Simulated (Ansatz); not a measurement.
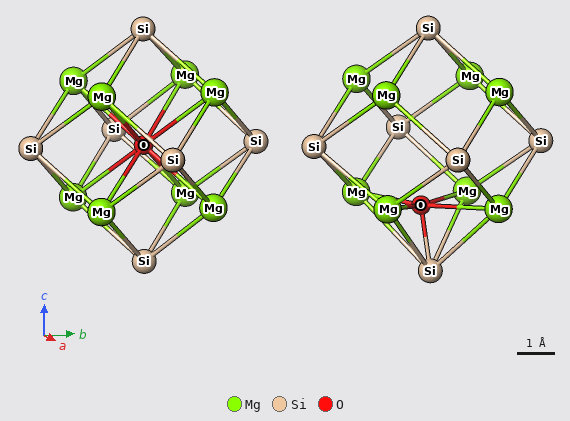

Two geometries of a defect cell of composition Mg$_{64}$Si$_{32}$O, drawn at one scale. One is the start of a relaxation, the other its converged end. Style: ball-and-stick. Shown: the atoms within 4.2 Å of the atom that moves most (axes of the cell of the calculation (origin shifted)), slightly off an axis.

All numbers below come from DFT, PBEsol, PAW, plane waves (Ansatz 0.2.0). Settings: plane-wave cutoff 420 eV; k-point mesh 1 × 1 × 1; mesh shifted by (0.25, 0.25, 0.25); no spin polarisation; atoms relaxed in a fixed cell; force threshold 0.03 eV/Å; at most 80 steps.

Question: Which of the two is the end point?

Answer: The right one is the relaxed one. After 14 geometry steps the energy has fallen by 3.276 eV per cell of the calculation. Largest force component: 0.7 eV/Å at the start, 0.019 eV/Å at the end. The largest move is that of the O atom, 1.67 Å roughly along −c. By element the largest moves are O 1.67 Å, Si 0.26 Å, Mg 0.15 Å. The lattice vectors keep their values. Near-neighbour distances that change, for instance: O–Si 3.174 → 1.796 Å, Mg–O 2.739 → 4.085 Å, Mg–O 2.733 → 3.978 Å, Mg–O 2.788 → 3.978 Å. New bonds form, among them: O–Si (3.17 → 1.80 Å). The run took 30 s on 1 × NVIDIA H100 80GB HBM3 with 4 threads of AMD EPYC 7R13 Processor, peak memory 1.5 GiB.
